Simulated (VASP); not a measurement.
Band structure of Li₂O (antifluorite). Calculation: optB88-vdW, VASP's PBE PAW potentials (set 64) (plane waves; VASP).

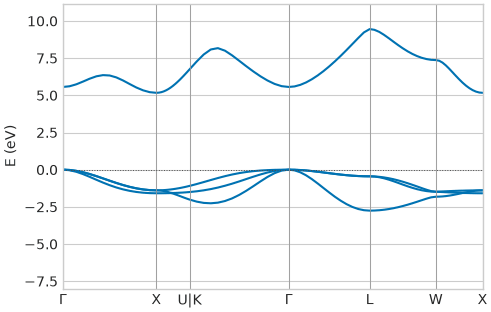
*Bands along high-symmetry lines, zero at the valence-band maximum or, without a gap, the Fermi level*

**Question.** Read the plot: is there a gap, and where are the band edges?

**Answer.** The gap is indirect, 5.17 eV, from the valence maximum at Γ to the conduction minimum at X. (Edges off the drawn lines would not show.)

Measured: gap 8.00 eV (computed value off by -2.83 eV), as given by Das et al., (2018), arXiv:1807.05623.

The compound is Li2O in the antifluorite structure. It was relaxed first.
